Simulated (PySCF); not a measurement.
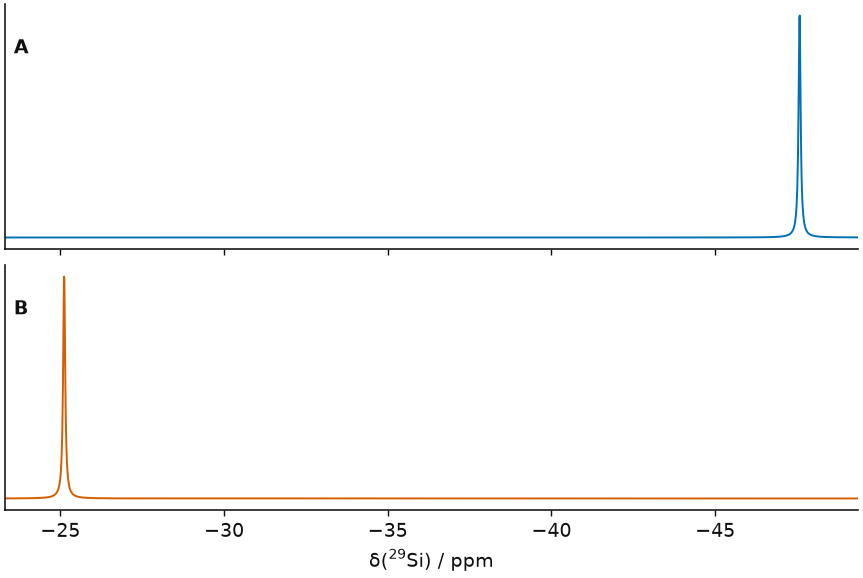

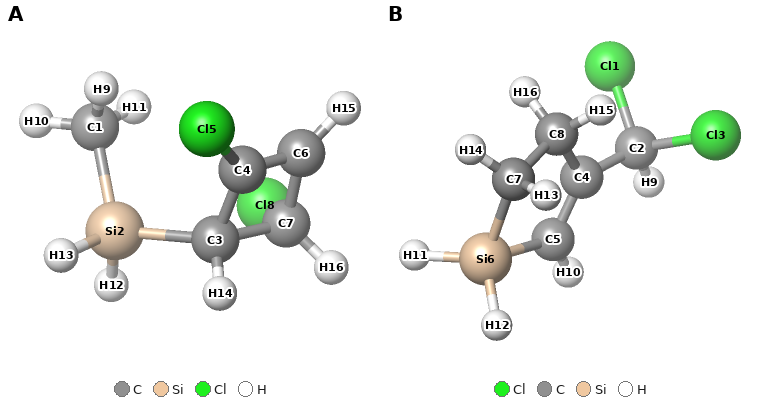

Related molecules: A is C₅H₈Cl₂Si, SMILES C[SiH2][C@@H]1C(Cl)=C[C@@H]1Cl; B is C₅H₈Cl₂Si, SMILES ClC(Cl)C1=C[SiH2]CC1. GIAO ²⁹Si shifts against TMS, PBE0/pcSseg-1 in PySCF, at a GFN2-xTB geometry (no frequency check); fully decoupled, line heights follow the number of nuclei within a panel, widths are arbitrary (no quadrupolar broadening); values of one conformer, averaged over nuclei that symmetry, rotation about single bonds or ring flips exchange, these motions taken as fast; other conformers aren't averaged in.

> How does the ²⁹Si shift respond?

From A (−47.6 ppm) to B (−25.1 ppm) the nucleus is deshielded by 22.5 ppm.

Caveats, for all or some of the runs: the tight-binding geometry is rougher than a DFT one and adds to the error.
